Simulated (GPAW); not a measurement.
# Near-edge structure at the Fe K edge of LiFeN (P-6m2), part 2 of 3

How does the Fe K edge of LiFeN (P-6m2) move when the bonds are compressed or stretched?

GPAW 26.7.0; X-ray absorption from dipole matrix elements to empty bands, plane-wave PAW LDA.

So far. Step 2 (Ground state of the crystal): The mesh shows no gap, so the system is treated as a metal and the core electron is put at the Fermi level (neutral cell).

**4. Spectrum with XCH, Fe atom 1**

The holes are 5.4 Å apart. In GPAW the data set carries the hole's charge, so charge=0 means a charged cell and charge=-1 a neutral one. The excited electron is kept in the cell, where it fills the lowest empty states and screens the hole. After the field has converged, empty bands are computed with the density fixed and the dipole matrix elements are summed.

The absorber has 3 N at 1.79 Å (trigonal planar, site symmetry -6m2).

File xas.py:

```python
import numpy as np
from ase import Atoms
from ase.parallel import parprint, paropen
from gpaw import GPAW, PW, FermiDirac, Mixer, MixerDif, setup_paths
from gpaw.test import gen
setup_paths.insert(0, '.')
gen('Fe', name='fch1s', xcname='LDA', corehole=(1, 0, 1), write_xml=True)
from gpaw.mpi import world
world.barrier()

atoms = Atoms('Fe6N6Li6',
    cell=[[4.65090052, -2.68519867, 0],
     [0, 5.37039733, 4.145339],
     [-0, -5.37039733, 4.145339]],
    scaled_positions=[[0, 0.41666667, 0.08333333],
     [0.66666667, 0.08333333, 0.41666667],
     [0.33333333, 0.75, 0.75],
     [0.33333333, 0.25, 0.25],
     [0, 0.91666667, 0.58333333],
     [0.66666667, 0.58333333, 0.91666667],
     [0.33333333, 0.58333333, 0.91666667],
     [0, 0.25, 0.25],
     [0.66666667, 0.91666667, 0.58333333],
     [0.33333333, 0.08333333, 0.41666667],
     [0, 0.75, 0.75],
     [0.66666667, 0.41666667, 0.08333333],
     [0, 0, 0],
     [0.66666667, 0.66666667, 0.33333333],
     [0.33333333, 0.33333333, 0.66666667],
     [0.33333333, 0.83333333, 0.16666667],
     [0, 0.5, 0.5],
     [0.66666667, 0.16666667, 0.83333333]],
    magmoms=[4.0, 4.0, 4.0, -4.0, -4.0, -4.0, 0.0, 0.0, 0.0, 0.0, 0.0, 0.0, 0.0, 0.0, 0.0, 0.0, 0.0, 0.0],
    pbc=True)
atoms.calc = calc = GPAW(legacy_gpaw=True, mode=PW(500, force_complex_dtype=True), xc='LDA', setups={0: 'fch1s'},
    kpts={'size': (4, 4, 4), 'gamma': True}, occupations=FermiDirac(0.1),
    charge=-1, mixer=MixerDif(0.05, 8, 50), maxiter=150,
    convergence={'density': 0.0001, 'eigenstates': 1e-6}, txt='scf.txt')
energy = atoms.get_potential_energy() + calc.get_reference_energy()
ef = calc.get_fermi_level()
out = dict(energy=energy, fermi=ef, forces=atoms.get_forces().tolist(), magmoms=atoms.get_magnetic_moments().tolist())
parprint(f'all-electron energy {energy:.4f} eV, Fermi level {ef:.4f} eV')
ev = np.array([[calc.get_eigenvalues(k, s) for k in range(len(calc.get_ibz_k_points()))] for s in range(calc.get_number_of_spins())])
out['homo'], out['lumo'], out['counts'] = ev[ev < ef].max(), ev[ev > ef].min(), sorted(set((ev < ef).sum((0, 2)).tolist()))
out['filled'] = (ev[:, 0] < ef).sum(1).tolist()

from ase.units import Ha
from gpaw.xas import dipole_matrix_elements
nb = int(calc.get_number_of_electrons() / 2) + 156
top, nb = nb, nb + 8 + nb // 12
nscf = calc.fixed_density(kpts={'size': (4, 4, 4), 'gamma': True}, nbands=nb,
    convergence={'bands': top, 'eigenstates': 5e-3}, maxiter=60, txt='nscf.txt')
cell = atoms.cell.array
ops = [cell.T @ U.T @ np.linalg.inv(cell.T) for U in nscf.wfs.kd.symmetry.op_scc]
E = np.arange(-6, 34, 0.1)
fwhm = np.interp(E, [4, 25], [1.25, 3.5])
Y, X, zero, highest = 0, 0, 1e9, 1e9
for spin in range(nscf.get_number_of_spins()):
    wfs = nscf.wfs
    mine = wfs.bd.get_slice()  # this rank's bands
    A = dipole_matrix_elements(wfs.setups[0])
    eps = np.zeros((wfs.kd.nibzkpts, nb))
    d = np.zeros((3, A.shape[1], wfs.kd.nibzkpts, nb), complex)
    for kpt in wfs.kpt_u:
        if kpt.s == spin and 0 in kpt.P_ani:
            eps[kpt.k, mine] = kpt.eps_n * Ha
            d[:, :, kpt.k, mine] = (kpt.weight * wfs.nspins / 2) ** 0.5 * np.inner(A, kpt.P_ani[0])
    world.sum(eps)
    world.sum(d)
    T = np.einsum('amkn,bmkn->abkn', d, d.conj()).real
    T = sum(np.einsum('ai,ijkn,bj->abkn', R, T, R) for R in ops) / len(ops)
    empty = eps > ef
    zero, highest = min(zero, eps[empty].min()), min(highest, eps[:, top - 1].min())
    lines = [(eps, T, empty)] if spin == 0 else lines + [(eps, T, empty)]
for eps, T, empty in lines:
    f = np.einsum('aakn->akn', T).reshape(3, -1)
    x = eps.ravel() - zero
    w = np.interp(x, E, fwhm) / 2.35482
    g = np.exp(-0.5 * ((E[:, None] - x) / w) ** 2) / (w * (2 * np.pi) ** 0.5)
    Y = Y + (f * empty.ravel()) @ g.T
    X = X + (f * ~empty.ravel()) @ g.T
out.update(E=E.round(2).tolist(), xas=Y.tolist(), xes=X.tolist(), zero=zero, valid=highest - zero, nk=len(eps), nb=nb)
for i in range(0, len(E), 10):
    parprint(f'{E[i]:7.2f}', *(f'{v:10.3e}' for v in Y[:, i]))
import json
with paropen('out.json', 'w') as f:
    json.dump(out, f)
```

Started as:

```sh
OMP_NUM_THREADS=1 mpirun -n 4 gpaw python xas.py
```

Numbers of over 12 decimals in the logs are rounded to 6 here.

What it wrote:

```text
Input parameters:
  charge: -1
  convergence: {density: 0.0001,
                eigenstates: 1e-06}
  kpts: {gamma: True,
         size: (4, 4, 4)}
  maxiter: 150
  mixer: {backend: pulay,
          beta: 0.05,
          method: difference,
          nmaxold: 8,
          weight: 50}
  mode: {ecut: 500.0,
         force_complex_dtype: True,
         name: pw}
  occupations: {fixmagmom: False,
                name: fermi-dirac,
                width: 0.1}
  setups: {0: fch1s}

Initialize ...

[... PAW data sets ...]

Reference energy: -210237.473076  # eV

Spin-polarized calculation.
Initial magnetic moment: 0.000000

[... convergence settings ...]
Symmetries present (total): 1
  [... symmetry matrices ...]

64 k-points: 4 x 4 x 4 Monkhorst-Pack grid + [1/8,1/8,1/8]
36 k-points in the irreducible part of the Brillouin zone
       k-points in crystal coordinates                weights
   0:     0.00000000    0.00000000    0.00000000          1/64
   1:     0.00000000    0.00000000    0.25000000          2/64
   2:     0.00000000    0.00000000    0.50000000          1/64
   3:     0.00000000    0.25000000   -0.25000000          2/64
   4:     0.00000000    0.25000000    0.00000000          2/64
   5:     0.00000000    0.25000000    0.25000000          2/64
   6:     0.00000000    0.25000000    0.50000000          2/64
   7:     0.00000000    0.50000000    0.00000000          1/64
   8:     0.00000000    0.50000000    0.25000000          2/64
   9:     0.00000000    0.50000000    0.50000000          1/64
          ...
  35:     0.50000000    0.50000000    0.50000000          1/64

Wave functions: Plane wave expansion
  Cutoff energy: 500.000 eV
  Number of coefficients (min, max): 5218, 5276
  Pulay-stress correction: 0.000000 eV/Ang^3 (de/decut=0.000000)
  Using FFTW library
  Wavefunction extrapolation:
    Improved wavefunction reuse through dual PAW basis

Occupation numbers: Fermi-Dirac:
  width: 0.1000  # eV

Eigensolver
   Davidson(niter=2)

Densities:
  Coarse grid: 28*35*35 grid
  Fine grid: 56*70*70 grid
  Total Charge: 0.000000

Density mixing:
  Method: difference
  Backend: pulay
  Linear mixing parameter: 0.05
  old densities: 8
  Width of damping distribution: 1.1
  Damping of long wavelength oscillations: 50

[... Hamiltonian set-up ...]
Number of atoms: 18
Number of atomic orbitals: 102
Number of bands in calculation: 55
Number of valence electrons: 85
Bands to converge: occupied

... initialized

Initializing position-dependent things.

Density initialized from atomic densities
Creating initial wave functions:
  55 bands from LCAO basis set

           Fe
          N      N
             FeLi
            N  Fe
          Li     Li
           FLi

          N  FLi N
            N
          Li   Fe

Atomic positions and initial magnetic moments

Positions:
   0 Fe     0.000000    1.790132    2.072669    ( 0.0000,  0.0000,  4.0000)
   1 Fe     3.100600   -3.580265    2.072669    ( 0.0000,  0.0000,  4.0000)
   2 Fe     1.550300   -0.895066    6.218008    ( 0.0000,  0.0000,  4.0000)
   3 Fe     1.550300   -0.895066    2.072669    ( 0.0000,  0.0000, -4.0000)
   4 Fe     0.000000    1.790132    6.218008    ( 0.0000,  0.0000, -4.0000)
   5 Fe     3.100600   -3.580265    6.218008    ( 0.0000,  0.0000, -4.0000)
   6 N      1.550300   -2.685199    6.218008    ( 0.0000,  0.0000,  0.0000)
[...]
15 Li     1.550300    2.685199    4.145339    ( 0.0000,  0.0000,  0.0000)
  16 Li     0.000000    0.000000    4.145339    ( 0.0000,  0.0000,  0.0000)
  17 Li     3.100600   -5.370397    4.145339    ( 0.0000,  0.0000,  0.0000)

Unit cell:
           periodic     x           y           z      points  spacing
  1. axis:    yes    4.650901   -2.685199    0.000000    28     0.1661
  2. axis:    yes    0.000000    5.370397    4.145339    35     0.1768
[...]
Total magnetic moment: (0.000000, 0.000000, -0.499065)
Local magnetic moments:
   0 Fe ( 0.000000,  0.000000, -0.091314)
   1 Fe ( 0.000000,  0.000000,  0.200578)
   2 Fe ( 0.000000,  0.000000,  0.200103)
   3 Fe ( 0.000000,  0.000000, -0.267702)
   4 Fe ( 0.000000,  0.000000, -0.248365)
   5 Fe ( 0.000000,  0.000000, -0.267208)
   6 N  ( 0.000000,  0.000000, -0.003384)
   7 N  ( 0.000000,  0.000000, -0.003385)
   8 N  ( 0.000000,  0.000000, -0.004445)
   9 N  ( 0.000000,  0.000000,  0.002145)
  10 N  ( 0.000000,  0.000000,  0.002145)
  11 N  ( 0.000000,  0.000000,  0.003002)
  12 Li ( 0.000000,  0.000000,  0.000496)
  13 Li ( 0.000000,  0.000000,  0.000360)
  14 Li ( 0.000000,  0.000000,  0.000496)
  15 Li ( 0.000000,  0.000000,  0.000496)
  16 Li ( 0.000000,  0.000000,  0.000496)
  17 Li ( 0.000000,  0.000000,  0.000360)

Energy contributions relative to reference atoms: (reference = -210237.473076)

Kinetic:       +128.101517
Potential:     -124.585290
External:        +0.000000
XC:            -173.958274
Entropy (-ST):   -0.432507
Local:           +0.230763
SIC:             +0.000000
--------------------------
Free energy:   -170.643790
Extrapolated:  -170.427537

Spin contamination: 0.468624 electrons
Showing only first 2 kpts
                      Up                     Down
 Kpt  Band  Eigenvalues  Occupancy  Eigenvalues  Occupancy
  0    40      4.82586    0.94904      4.78634    0.96510
  0    41      4.84222    0.94052      4.79259    0.96293
  0    42      4.88538    0.91126      4.79928    0.96047
  0    43      4.89670    0.90167      4.84197    0.94066

  1    40      4.72175    0.98139      4.67974    0.98770
  1    41      4.81259    0.95509      4.81205    0.95532
  1    42      4.96498    0.82247      4.87016    0.92283
  1    43      5.06719    0.62507      4.90205    0.89684

Fermi level: 5.11830

No gap
No difference between direct/indirect transitions

Forces in eV/Ang:
  0 Fe   -0.00383    0.00228   -0.00001
  1 Fe    0.11827   -0.13801   -0.00001
  2 Fe    0.17865   -0.03344    0.00001
  3 Fe   -0.23462    0.05797   -0.00001
  4 Fe   -0.02651    0.01522    0.00001
  5 Fe   -0.16746    0.17425    0.00001
  6 N     0.62752    0.34587   -0.00176
[...]
15 Li    0.01815    0.01121   -0.00822
 16 Li   -0.00062   -0.02130   -0.00821
 17 Li   -0.01905    0.01099    0.02076
Scalar-relativistic atomic LDA calculation for Fe (Iron, Z=26)
Core hole in 1s state (1s occupation: 1.0)
600 radial gridpoints.
|------------------------------------------------|
|------------------------------------------------|
[... the atom generator's iteration count ...]

Energy contributions:
-------------------------
Kinetic:    +1017.191859
XC:           -46.144240
Potential:  -1978.893260
-------------------------
Total:      -1007.845641

state      eigenvalue         ekin         rmax
-----------------------------------------------
1s^1.0 :  -267.812489   339.542654        0.038
2s^2.0 :   -32.757975    64.605958        0.217
2p^6.0 :   -28.815929    64.226874        0.173
3s^2.0 :    -4.204234    14.362904        0.677
3p^6.0 :    -2.970751    12.917389        0.677
3d^6.0 :    -0.864258     8.881693        0.650
4s^2.0 :    -0.535768     1.777873        2.128
4p^0.0 :    -0.326687     1.191254        2.559
-----------------------------------------------
(units: Bohr and Hartree)

Generating PAW setup
Kinetic energy of the core from tauc = 967.165349
Cutoffs:
rc(s)=2.200
rc(p)=2.000
rc(d)=2.000
rc(vbar)=1.800
rc(comp)=2.000
rc(nct)=2.200

Kinetic energy of the core states: 960.345957
Charge: 1.0
Core electrons: 17.0
Valence electrons: 8.0
Pseudo-core charge: 0.606597
Shape function alpha=2.500
Pseudo-electron charge 4.166632
state    eigenvalue         norm
--------------------------------
4s(2) :    -0.535768     1.073068
*s    :     0.464232
4p(0) :    -0.326687     0.992560
*p    :     0.673313
3d(6) :    -0.864258     0.235650
*d    :     0.135742
--------------------------------

Diagonalizing with gridspacing h=0.050

state   all-electron     PAW
-------------------------------
4s:      -0.535768    -0.535906
4p:      -0.326687    -0.326805
3d:      -0.864258    -0.864759
*f:                   -0.021137
-------------------------------
all-electron energy -210407.9006 eV, Fermi level 5.1183 eV
  -6.00  2.529e-36  2.244e-36  1.288e-36
  -5.00  9.570e-28  8.547e-28  4.618e-28
  -4.00  1.095e-20  9.867e-21  4.988e-21
  -3.00  3.842e-15  3.507e-15  1.679e-15
  -2.00  4.226e-11  3.939e-11  1.892e-11
  -1.00  1.544e-08  1.489e-08  8.178e-09
  -0.00  2.321e-07  2.346e-07  1.620e-07
[...]
31.00  7.665e-07  7.633e-07  3.630e-07
  32.00  7.133e-07  7.078e-07  4.810e-07
  33.00  6.988e-07  6.946e-07  6.168e-07
[key lines of the parts left out:]
Converged after 50 iterations.
Dipole moment: (-0.000081, -0.250185, 0.185558) |e|*Ang
```

Wall time 7.3 min (4 MPI ranks of Intel Xeon 6975P-C (Granite Rapids), shared host); peak memory 1.1 GiB; 29 min of CPU time.

The Fe K spectrum, Fe atom 1, excited-electron core hole (neutral cell) (energy from the lowest empty level; intensity scaled to a mean of 1 over the first 20 eV; polarised curves are means over the symmetry-equivalent atoms):

| E (eV) | isotropic | ε ⊥ c | ε ∥ c |
| --- | --- | --- | --- |
| -2.0 | 0.00 | 0.00 | 0.00 |
| -0.5 | 0.20 | 0.23 | 0.14 |
| 1.0 | 0.76 | 0.88 | 0.53 |
| 2.5 | 0.65 | 0.58 | 0.79 |
| 4.0 | 0.24 | 0.21 | 0.30 |
| 5.5 | 0.24 | 0.07 | 0.59 |
| 7.0 | 0.81 | 0.17 | 2.10 |
| 8.5 | 0.69 | 0.17 | 1.74 |
| 10.0 | 0.50 | 0.36 | 0.78 |
| 11.5 | 0.89 | 0.87 | 0.95 |
| 13.0 | 0.65 | 0.71 | 0.53 |
| 14.5 | 1.08 | 1.07 | 1.08 |
| 16.0 | 2.08 | 1.62 | 2.99 |
| 17.5 | 2.46 | 2.07 | 3.25 |
| 19.0 | 1.93 | 2.12 | 1.55 |
| 20.5 | 1.59 | 1.85 | 1.07 |
| 22.0 | 1.34 | 1.40 | 1.21 |
| 23.5 | 1.28 | 1.32 | 1.19 |
| 25.0 | 1.36 | 1.46 | 1.15 |
| 26.5 | 1.55 | 1.81 | 1.02 |
| 28.0 | 1.83 | 2.32 | 0.87 |
| 29.5 | 1.86 | 2.38 | 0.81 |
| 31.0 | 1.67 | 2.03 | 0.96 |

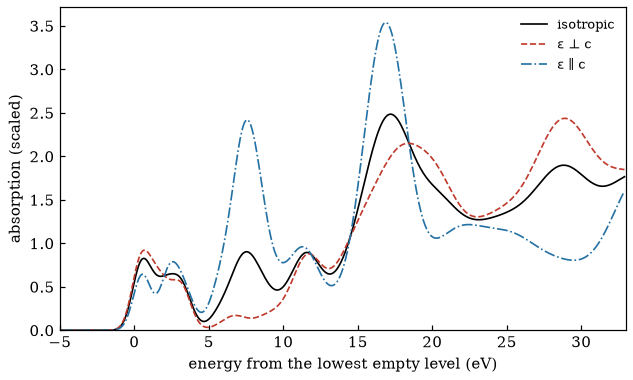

The Fe K edge, Fe atom 1, excited-electron core hole (neutral cell): main maxima at 7.5, 17.2 and 28.8 eV.

Main maxima below 30 eV (height): 0.6 eV (0.83), 7.5 eV (0.90), 11.6 eV (0.90), 17.2 eV (2.49) and 28.8 eV (1.90). A K edge sees empty p states. The weak features of the first eV are p character mixed into the empty d bands; the main 4p edge lies above them.

The total-energy difference is 7091.54 eV. The tabulated edge of the element is 7112 eV. The functional leaves an error in such absolute values: in the free atom LDA prices this hole 16.1 eV below PBE (computed apart), and PBE is itself good to a few eV.

**5. Supercell without a hole, the energy reference**

The cell changes for the next run, so it gets a reference energy of its own.

The cell differs from the one that the last finished run ended in (a 5.370 → 5.261 Å, b 6.784 → 6.646 Å, c 6.784 → 6.646 Å).

File scf.py:

```python
import numpy as np
from ase import Atoms
from ase.parallel import parprint, paropen
from gpaw import GPAW, PW, FermiDirac, Mixer, MixerDif, setup_paths
from gpaw.test import gen
setup_paths.insert(0, '.')
gen('Fe', name='nch1s', xcname='LDA', corehole=(1, 0, 0), write_xml=True)
from gpaw.mpi import world
world.barrier()

atoms = Atoms('Fe6N6Li6',
    cell=[[4.55595754, -2.63038331, 0],
     [0, 5.26076663, 4.0607165],
     [-0, -5.26076663, 4.0607165]],
    scaled_positions=[[0, 0.41666667, 0.08333333],
     [0.66666667, 0.08333333, 0.41666667],
     [0.33333333, 0.75, 0.75],
     [0.33333333, 0.25, 0.25],
     [0, 0.91666667, 0.58333333],
     [0.66666667, 0.58333333, 0.91666667],
     [0.33333333, 0.58333333, 0.91666667],
     [0, 0.25, 0.25],
     [0.66666667, 0.91666667, 0.58333333],
     [0.33333333, 0.08333333, 0.41666667],
     [0, 0.75, 0.75],
     [0.66666667, 0.41666667, 0.08333333],
     [0, 0, 0],
     [0.66666667, 0.66666667, 0.33333333],
     [0.33333333, 0.33333333, 0.66666667],
     [0.33333333, 0.83333333, 0.16666667],
     [0, 0.5, 0.5],
     [0.66666667, 0.16666667, 0.83333333]],
    magmoms=[4.0, 4.0, 4.0, -4.0, -4.0, -4.0, 0.0, 0.0, 0.0, 0.0, 0.0, 0.0, 0.0, 0.0, 0.0, 0.0, 0.0, 0.0],
    pbc=True)
atoms.calc = calc = GPAW(legacy_gpaw=True, mode=PW(500, force_complex_dtype=True), xc='LDA', setups={0: 'nch1s'},
    kpts={'size': (4, 4, 4), 'gamma': True}, occupations=FermiDirac(0.1),
    charge=0, mixer=MixerDif(0.05, 8, 50), maxiter=150,
    convergence={'density': 0.0001, 'eigenstates': 1e-6}, txt='scf.txt')
energy = atoms.get_potential_energy() + calc.get_reference_energy()
ef = calc.get_fermi_level()
out = dict(energy=energy, fermi=ef, forces=atoms.get_forces().tolist(), magmoms=atoms.get_magnetic_moments().tolist())
parprint(f'all-electron energy {energy:.4f} eV, Fermi level {ef:.4f} eV')
ev = np.array([[calc.get_eigenvalues(k, s) for k in range(len(calc.get_ibz_k_points()))] for s in range(calc.get_number_of_spins())])
out['homo'], out['lumo'], out['counts'] = ev[ev < ef].max(), ev[ev > ef].min(), sorted(set((ev < ef).sum((0, 2)).tolist()))
out['filled'] = (ev[:, 0] < ef).sum(1).tolist()
import json
with paropen('out.json', 'w') as f:
    json.dump(out, f)
```

Started as:

```sh
OMP_NUM_THREADS=1 mpirun -n 4 gpaw python scf.py
```

What it wrote:

```text
Input parameters:
  convergence: {density: 0.0001,
                eigenstates: 1e-06}
  kpts: {gamma: True,
         size: (4, 4, 4)}
  maxiter: 150
  mixer: {backend: pulay,
          beta: 0.05,
          method: difference,
          nmaxold: 8,
          weight: 50}
  mode: {ecut: 500.0,
         force_complex_dtype: True,
         name: pw}
  occupations: {fixmagmom: False,
                name: fermi-dirac,
[...]
*s    :     0.798577
4p(0) :    -0.052601     0.991270
*p    :     0.947399
3d(6) :    -0.284898     0.340374
*d    :     0.715102
--------------------------------

Diagonalizing with gridspacing h=0.050

state   all-electron     PAW
-------------------------------
4s:      -0.201423    -0.201507
4p:      -0.052601    -0.052622
3d:      -0.284898    -0.285412
*f:                    0.070434
-------------------------------
all-electron energy -217499.6919 eV, Fermi level 5.7469 eV
[key lines of the parts left out:]
Converged after 37 iterations.
Dipole moment: (-0.000684, 0.000409, 0.000000) |e|*Ang
Free energy:   -129.353600
Fermi level: 5.74693
```

The job ended after 2.9 min (4 MPI ranks; peak memory 0.51 GiB; 12 min of CPU time).

Reference energy: -217499.692 eV with the cores included.

(Part 2 of 3 ends here.)

[Banner, clock and machine lines of the logs are left out without a mark of their own.]

[Logs are printed without paths, hosts, clocks, repeated set-up lines and the standing remarks that a program may print on its own settings, such as how far it seeks lower states.]

[Hosts, paths, dates, database ids (printed as entryN), source tags and the programs' standing remarks are cut or masked in the printed files.]

[Lists of maxima count a maximum above −3 eV only where it reaches 4 % of the highest in the window and stands out from its surroundings by 2 % of it (1.5 % where it reaches 55 %); shoulders and weaker maxima are passed over, and of the rest the first, up to two pre-edge ones and the few strongest are named.]
